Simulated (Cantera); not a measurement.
A closed system holds: 1 mol TiCl₄, 0.071 mol O₂, held at 36.0 Torr.

These are equilibrium values from Cantera (NASA tables, ideal gas, pure condensed phases), not measurements of a reactor. Candidate condensed phases: Ti, TiCl₂, TiCl₃, TiCl₄, TiO, TiO₂, Ti₂O₃, Ti₃O₅, Ti₄O₇; 15 gas species. The tables' values for TiCl₂, TiOCl are old estimates; treat these amounts as uncertain. Condensed phases not in the tables: Magnéli phases beyond Ti₄O₇. The numbers say what is thermodynamically allowed, not how fast it happens.

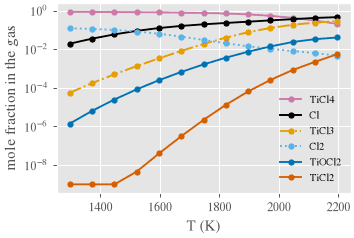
Figure. Equilibrium gas composition (values under 1e-9 drawn at 1e-9)

From 1298 K to 2048 K the condensed part is TiO₂(rutile). From 2123 K to 2198 K the condensed part is Ti₄O₇(l). The main Ti-bearing gas is TiCl₄ at 1298 K and TiCl₃ at 2198 K.
